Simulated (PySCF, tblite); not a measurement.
# C₅H₉BO₂: geometry, infrared bands and NMR shifts

Wanted: the infrared bands and NMR shifts of C₅H₉BO₂ (`C[C@@H]1C/C1=C\B(O)O`), by calculation.

The runs use tblite 0.8.0 and PySCF 2.14.0, with density-fitted response routines of our own; the level of theory stands in each step. All values are computed, except where a source is named. Atoms count from 0, in the outputs and in this text.

## (1) Starting geometry

17 atoms, charge 0, multiplicity 1; geometry from: force field or distance geometry start.

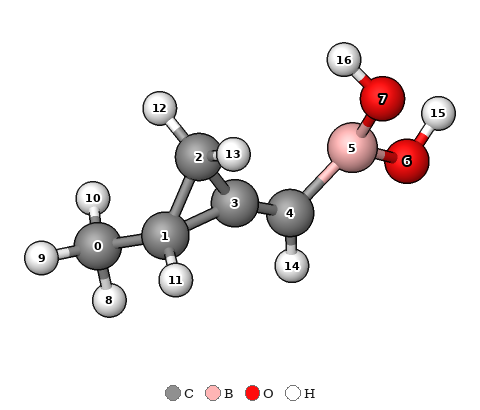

The starting geometry (carbon grey, boron pink, oxygen red, hydrogen white), atoms numbered.

## (2) Geometry optimisation with GFN2-xTB

Job settings and geometry (Å):

```
{"job": {"kind": "relax", "xc": "GFN2-xTB", "basis": "xTB"}, "charge": 0, "multiplicity": 1}
C     -2.421800    -0.700100    -0.254500
C     -1.674500     0.119300     0.736800
C     -0.811000     1.286100     0.343700
C     -0.192000    -0.005000     0.559300
C      0.894100    -0.776600     0.606500
B      2.318500    -0.200100     0.254000
O      3.440100    -1.165400     0.220200
O      2.678400     1.179900     0.601500
H     -2.365500    -1.773300     0.091400
H     -3.516600    -0.470800    -0.301000
H     -1.938500    -0.704200    -1.263000
H     -2.076200     0.202800     1.786700
H     -1.026000     1.683600    -0.649800
H     -0.617200     2.026000     1.158300
H      0.803900    -1.815100     0.868600
H      4.252000    -0.704600    -0.122600
H      2.245100     1.829300     0.003400
```

On the command line:

```bash
OMP_NUM_THREADS=1 python probes_run.py task.json out
```

This one command runs all jobs of the session in turn.

Standard output:

```text
step      E/eV     max force
  0    -670.47244    3.298
  1    -670.98272    2.038
  2    -671.18493    2.176
  3    -671.28026    0.979
  4    -671.35533    0.790
  5    -671.41803    0.996
  6    -671.47085    1.217
  7    -671.53734    0.879
  8    -671.58753    0.726
  9    -671.61932    0.525
 10    -671.64490    0.471
 11    -671.66515    0.625
 12    -671.68554    0.459
 13    -671.69650    0.218
 14    -671.70301    0.198
 15    -671.70689    0.249
 16    -671.71137    0.209
 17    -671.71349    0.130
 18    -671.71494    0.101
 19    -671.71606    0.094
 20    -671.71713    0.088
 21    -671.71796    0.061
 22    -671.71872    0.061
 23    -671.71965    0.082
 24    -671.72077    0.112
 25    -671.72183    0.105
 26    -671.72268    0.066
 27    -671.72350    0.067
 28    -671.72445    0.091
 29    -671.72545    0.101
 30    -671.72639    0.090
 31    -671.72724    0.090
 32    -671.72804    0.082
 33    -671.72888    0.080
 34    -671.72968    0.078
 35    -671.73046    0.094
 36    -671.73136    0.094
 37    -671.73243    0.091
 38    -671.73341    0.088
 39    -671.73409    0.062
 40    -671.73454    0.068
 41    -671.73498    0.063
 42    -671.73555    0.082
 43    -671.73619    0.084
 44    -671.73671    0.064
 45    -671.73708    0.060
 46    -671.73740    0.050
 47    -671.73772    0.053
 48    -671.73802    0.050
 49    -671.73832    0.049
 50    -671.73866    0.059
 51    -671.73907    0.068
 52    -671.73952    0.075
 53    -671.73986    0.054
 54    -671.74007    0.038
 55    -671.74023    0.032
 56    -671.74042    0.043
 57    -671.74064    0.050
 58    -671.74083    0.032
 59    -671.74098    0.029
 60    -671.74113    0.037
 61    -671.74131    0.044
 62    -671.74148    0.035
 63    -671.74162    0.033
 64    -671.74173    0.034
 65    -671.74184    0.035
 66    -671.74198    0.036
 67    -671.74210    0.024
 68    -671.74219    0.026
 69    -671.74226    0.024
 70    -671.74233    0.027
 71    -671.74239    0.018
 72    -671.74245    0.020
 73    -671.74250    0.021
 74    -671.74255    0.021
 75    -671.74261    0.023
 76    -671.74268    0.022
 77    -671.74276    0.022
 78    -671.74284    0.026
 79    -671.74292    0.026
 80    -671.74301    0.026
 81    -671.74312    0.027
 82    -671.74326    0.029
 83    -671.74338    0.031
 84    -671.74347    0.022
 85    -671.74354    0.023
 86    -671.74361    0.021
 87    -671.74369    0.025
 88    -671.74375    0.020
 89    -671.74379    0.013
 90    -671.74382    0.012
 91    -671.74384    0.011
 92    -671.74386    0.008
```

Wall time 0.65 s (1 thread of Intel Xeon at 2.70GHz, shared host).

Along the way: (not every step is listed)

```csv
step,energy from step 0 (eV),largest force (eV/Å)
0,0.0000,3.2982
1,-0.5103,2.0377
2,-0.7125,2.1759
3,-0.8078,0.9793
4,-0.8829,0.7895
5,-0.9456,0.9963
6,-0.9984,1.2166
7,-1.0649,0.8793
8,-1.1151,0.7262
15,-1.2345,0.2489
22,-1.2463,0.0608
29,-1.2530,0.1010
36,-1.2589,0.0941
43,-1.2637,0.0843
50,-1.2662,0.0586
57,-1.2682,0.0499
64,-1.2693,0.0341
71,-1.2699,0.0177
78,-1.2704,0.0260
85,-1.2711,0.0227
87,-1.2713,0.0248
88,-1.2713,0.0202
89,-1.2713,0.0131
90,-1.2714,0.0122
91,-1.2714,0.0112
92,-1.2714,0.0083
```

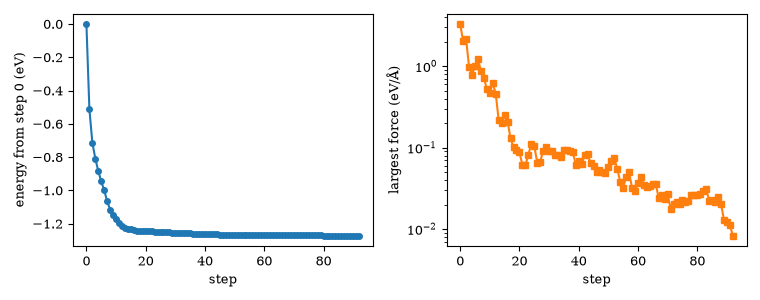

Energy and largest force along the relaxation.

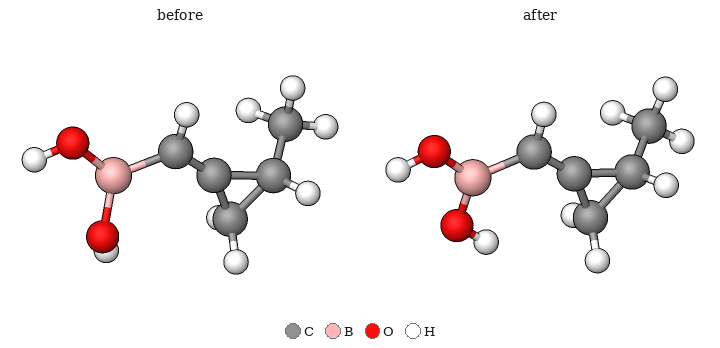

Before and after, at one scale.

Distances of close pairs at the start and the end, largest changes first:

```csv
bond,before (Å),after (Å),change (Å)
B5–O6,1.480,1.350,-0.130
B5–O7,1.468,1.364,-0.104
C1–H11,1.127,1.085,-0.042
C0–H8,1.129,1.088,-0.041
O6–H15,0.994,0.958,-0.037
C2–H13,1.117,1.082,-0.035
C1–C3,1.498,1.465,-0.033
C0–H10,1.118,1.088,-0.031
```

The end geometry stands in the next job.

## (3) Harmonic vibrations with GFN2-xTB

Job settings and geometry (Å):

```
{"job": {"kind": "ir", "xc": "GFN2-xTB", "basis": "xTB"}, "charge": 0, "multiplicity": 1}
C     -2.480715    -0.646402    -0.255006
C     -1.577380    -0.004270     0.771318
C     -0.752444     1.217263     0.390423
C     -0.121620    -0.088070     0.629232
C      0.990552    -0.794629     0.639064
B      2.405173    -0.188020     0.319867
O      3.481421    -1.003683     0.331187
O      2.590265     1.132272     0.030709
H     -2.700268    -1.674760     0.025251
H     -3.420820    -0.101474    -0.331694
H     -2.000172    -0.651900    -1.230655
H     -1.980309    -0.019059     1.778729
H     -0.825965     1.577369    -0.627571
H     -0.633705     2.006712     1.120631
H      0.924970    -1.848152     0.881869
H      4.303907    -0.557259     0.127295
H      1.790113     1.656091     0.038902
```

Standard output:

```text
mode    cm-1     km/mol
  1      54.1      0.48
  2      92.6      0.23
  3     100.7      1.09
  4     161.7      0.11
  5     192.7      0.49
  6     297.2      2.16
  7     337.6     10.55
  8     365.4      0.41
  9     426.4      8.11
 10     514.6     15.86
 11     545.7      7.86
 12     575.5     34.19
 13     631.3    328.98
 14     766.2      9.10
 15     810.2     33.23
 16     834.7      1.27
 17     868.6      4.10
 18     916.7     36.17
 19     957.2    148.17
 20     969.4    158.07
 21     973.1      4.76
 22    1022.1      4.00
 23    1044.3      1.88
 24    1055.0      3.46
 25    1117.8      6.72
 26    1145.6      2.41
 27    1184.2      9.25
 28    1224.4    132.95
 29    1248.2    364.24
 30    1309.4    273.26
 31    1351.8    102.79
 32    1409.1      1.92
 33    1433.0      7.29
 34    1491.9      2.06
 35    1496.1      1.99
 36    1852.5    105.49
 37    3010.7     39.11
 38    3017.1     18.59
 39    3028.7     37.84
 40    3039.4     30.06
 41    3040.0     41.54
 42    3055.8     36.50
 43    3059.6     47.87
 44    3617.8     13.76
 45    3635.3     18.77
```

Run time: 0.61 s. Hardware: 1 thread of Intel Xeon at 2.70GHz, shared host.

The strongest bands and the atoms that carry them (share of the mass-weighted mode):

```csv
cm⁻¹,km/mol,atoms
631,329.0,"H15 61 %, B5 16 %"
957,148.2,"H15 60 %, O6 18 %"
969,158.1,"H16 75 %, O7 11 %"
1224,132.9,"H14 40 %, B5 28 %"
1248,364.2,"B5 57 %, O7 13 %"
1309,273.3,"B5 42 %, H14 12 %, H11 10 %"
1352,102.8,"C1 37 %, H11 13 %, C4 11 %"
1852,105.5,"C3 64 %, C4 28 %"
```

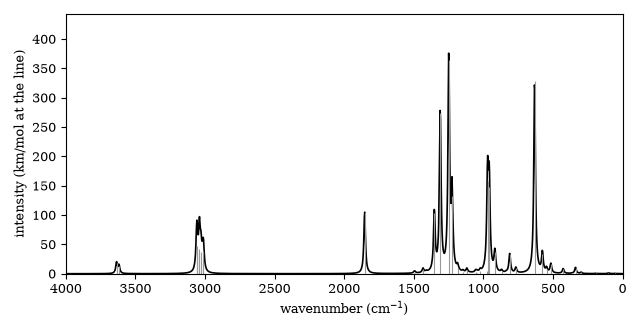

The infrared spectrum from these modes, unscaled. Lines are broadened to a width of 14 cm⁻¹ (Lorentzian).

## (4) Shielding tensors: PBE0/pcSseg-1

Settings changed since step 3:

```diff
@@ -1,2 +1,2 @@
-{"job": {"kind": "ir", "xc": "GFN2-xTB", "basis": "xTB"}, "charge": 0, "multiplicity": 1}
+{"job": {"kind": "nmr", "xc": "PBE0", "basis": "pcSseg-1"}, "charge": 0, "multiplicity": 1}
 C     -2.480715    -0.646402    -0.255006
```

Level: GIAO PBE0/pcSseg-1 NMR shielding, non-relativistic, gas phase.

Standard output:

```text
coarse grid: 14272 points
cycle   1  E = -370.6203928634  dE =  1.248e+00  |g| = 8.868e-01  |ddm| = 3.690e+00
cycle   2  E = -370.5186522156  dE =  1.017e-01  |g| = 1.184e+00  |ddm| = 1.399e+00
cycle   3  E = -370.7690638645  dE = -2.504e-01  |g| = 9.975e-02  |ddm| = 8.196e-01
cycle   4  E = -370.7711165722  dE = -2.053e-03  |g| = 3.885e-02  |ddm| = 1.252e-01
cycle   5  E = -370.7714409301  dE = -3.244e-04  |g| = 1.573e-02  |ddm| = 4.649e-02
cycle   6  E = -370.7714967348  dE = -5.580e-05  |g| = 4.178e-03  |ddm| = 1.536e-02
cycle   7  E = -370.7715008477  dE = -4.113e-06  |g| = 7.346e-04  |ddm| = 4.017e-03
final grid: 138016 points
cycle   8  E = -370.8372293477  dE = -4.778e-05  |g| = 9.698e-03  |ddm| = 4.430e-02
cycle   9  E = -370.8372160065  dE =  1.334e-05  |g| = 1.271e-02  |ddm| = 1.832e-02
cycle  10  E = -370.8372509431  dE = -3.494e-05  |g| = 1.428e-03  |ddm| = 1.085e-02
cycle  11  E = -370.8372513797  dE = -4.366e-07  |g| = 2.731e-04  |ddm| = 1.200e-03
cycle  12  E = -370.8372513910  dE = -1.135e-08  |g| = 1.729e-04  |ddm| = 3.291e-04
cycle  13  E = -370.8372513978  dE = -6.830e-09  |g| = 2.081e-05  |ddm| = 1.512e-04
cycle  14  E = -370.8372513979  dE = -9.800e-11  |g| = 6.740e-06  |ddm| = 3.349e-05
converged SCF energy = -370.8372513979

GIAO shielding tensors (ppm)
atom      isotropic    diamagn.    paramagn.     s11        s22        s33       span
  0 C      166.564     245.968     -79.404    152.511    158.526    188.656     36.144
  1 C      175.051     255.509     -80.459    146.113    158.168    220.871     74.758
  2 C      177.041     255.790     -78.749    149.709    164.282    217.131     67.423
  3 C       29.871     262.035    -232.164    -76.005    -22.282    187.900    263.905
  4 C       67.812     258.280    -190.468    -32.889     60.294    176.033    208.922
  5 B       75.415     195.728    -120.313     61.956     72.194     92.094     30.138
  6 O      222.140     383.024    -160.884    126.838    262.204    277.379    150.541
  7 O      226.107     390.361    -164.253    118.518    264.983    294.821    176.303
  8 H       30.010      29.190       0.819     25.279     27.721     37.030     11.751
  9 H       30.071      28.069       2.002     25.419     27.660     37.135     11.715
 10 H       31.423      30.715       0.708     27.279     29.803     37.187      9.908
 11 H       30.285      32.070      -1.785     24.122     27.610     39.124     15.001
 12 H       31.191      33.187      -1.996     26.758     28.294     38.521     11.763
 13 H       30.551      32.062      -1.510     25.611     26.939     39.105     13.494
 14 H       25.260      32.916      -7.656     22.809     23.987     28.985      6.175
 15 H       27.629      28.930      -1.301     21.626     23.859     37.403     15.777
 16 H       26.904      34.945      -8.041     18.457     25.826     36.430     17.974
```

Wall time 40 s (1 thread of Intel Xeon at 2.70GHz, shared host); peak memory 0.82 GiB.

Shifts follow as δ = σ(reference) − σ, with reference shieldings (ppm) from runs at the same level and on the same kind of geometry: ¹H TMS 31.72, ¹³C TMS 186.9, ¹⁷O H2O 336.1, ¹¹B BF3·OEt2 100.1. The references are single molecules in the gas phase, so shifts against H2O, NH3, PH3, H3PO4 or CFCl3 are not on the usual liquid scales and can be off by tens of ppm. Atoms listed in one row are averaged.

```csv
atoms,environment,σ (ppm),δ (ppm),δ scaled to CDCl3
C3,fully substituted alkene carbon,29.9,157.1,151.4
C4,alkene CH,67.8,119.1,114.3
C0,methyl carbon,166.6,20.4,18.0
C1,three-membered-ring carbon,175.1,11.9,9.7
C2,three-membered-ring carbon,177.0,9.9,7.7
H14,hydrogen on an alkene CH,25.26,6.46,6.19
"H15, H16",hydrogen on an oxygen bonded to B,27.27,4.45,–
H11,hydrogen on a three-membered-ring carbon,30.29,1.43,1.46
"H8, H9, H10",hydrogen on a methyl carbon,30.50,1.22,1.25
H13,hydrogen on a three-membered-ring carbon,30.55,1.17,1.20
H12,hydrogen on a three-membered-ring carbon,31.19,0.53,0.60
B5,"boron bonded to C, 2 O",75.4,24.7,–
"O6, O7","oxygen bonded to B, H",224.1,112.0,–
```

The scaled column applies a straight-line fit of computed shieldings to shifts measured in CDCl3 (root-mean-square error 0.16 ppm for H, 1.9 ppm for C).

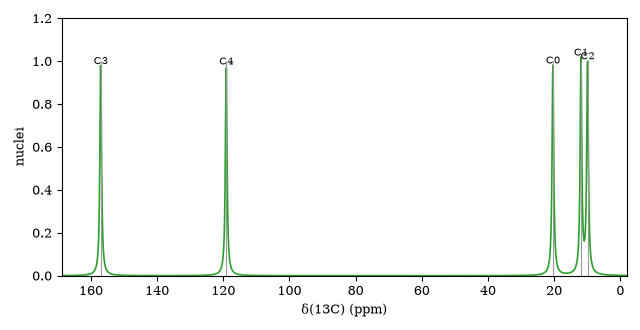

¹³C lines at the computed shifts, without couplings. Lines are broadened to a width of 0.59 ppm (Lorentzian).

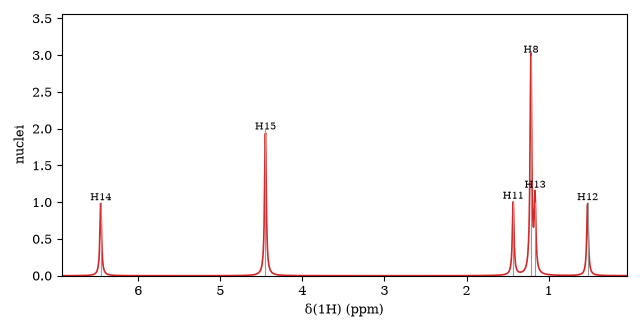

¹H lines at the computed shifts, without couplings. Lines are broadened to a width of 0.02 ppm (Lorentzian).

The run also stored atomic charges by several schemes (e):

```csv
atoms,Mulliken,IAO,Hirshfeld,ESP fit
C0,-0.19,-0.41,-0.11,-0.49
C1,-0.28,-0.13,-0.03,0.17
C2,-0.21,-0.33,-0.10,-0.50
C3,-0.16,0.03,0.01,0.08
C4,-0.28,-0.33,-0.14,-0.56
B5,0.57,0.50,0.23,0.86
"O6, O7",-0.41,-0.55,-0.26,-0.76
```

Mulliken charges:

C0 -0.19; C1 -0.28; C2 -0.21; C3 -0.16; C4 -0.28; B5 0.57; O6 -0.40; O7 -0.43; H8 0.12; H9 0.12; H10 0.11; H11 0.14; H12 0.14; H13 0.15; H14 0.10; H15 0.24; H16 0.25

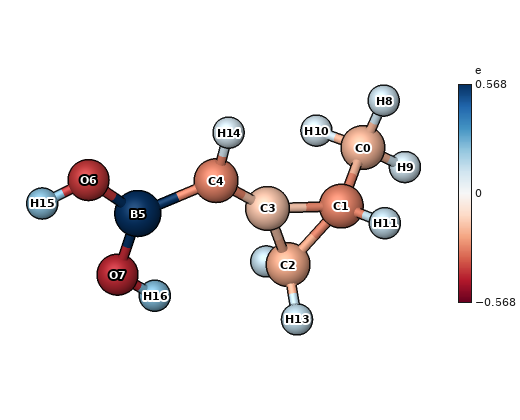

Mulliken charges, as colours on the atoms.

Mayer bond orders: C0–C1 1.03, C1–C2 0.93, C2–C3 0.95, C3–C4 1.92, C4–B5 0.91, B5–O6 1.25, B5–O7 1.21, C3–C1 0.94.

Ring of atoms C1, C2, C3: NICS(0) -29.9, NICS(1) -7.9, NICS(1)zz -18.5 ppm (means of both faces).

In rings of three or four atoms NICS is ruled by the nearby σ bonds, so it says little on aromaticity.

## (5) What came out

| quantity | value |
| --- | --- |
| strongest single infrared mode (GFN2-xTB) | 1248 cm⁻¹, 364 km/mol |
| zero-point energy (GFN2-xTB) | 84.7 kcal/mol |
| ¹³C shifts against TMS (PBE0/pcSseg-1) | 157.1, 119.1, 20.4, 11.9, 9.9 ppm |
| ¹H shifts against TMS (PBE0/pcSseg-1, means over atoms taken as alike) | 6.46, 4.45, 1.43, 1.22, 1.17, 0.53 ppm |
| ¹¹B shifts against BF3·OEt2 (PBE0/pcSseg-1) | 24.7 ppm |
| ¹⁷O shifts against H2O (PBE0/pcSseg-1, means over atoms taken as alike) | 112.0 ppm |

Relaxing lowered the energy by 1.271 eV in 92 steps; the close pair that moved most is B5–O6, from 1.480 to 1.350 Å. No mode is imaginary among the 45: a minimum at this level. The strongest single mode, at 1248 cm⁻¹, moves mainly B5. Unscaled tight-binding wavenumbers are off by several per cent, some by more. Its intensities can rank the bands wrongly. H14 (hydrogen on an alkene CH) lies farthest downfield among hydrogen, at 6.46 ppm; attached to an sp2 carbon and in the plane of the double bond. At PBE0/pcSseg-1: Shielding is most anisotropic at C3 (span 264 ppm, paramagnetic term -232 ppm).
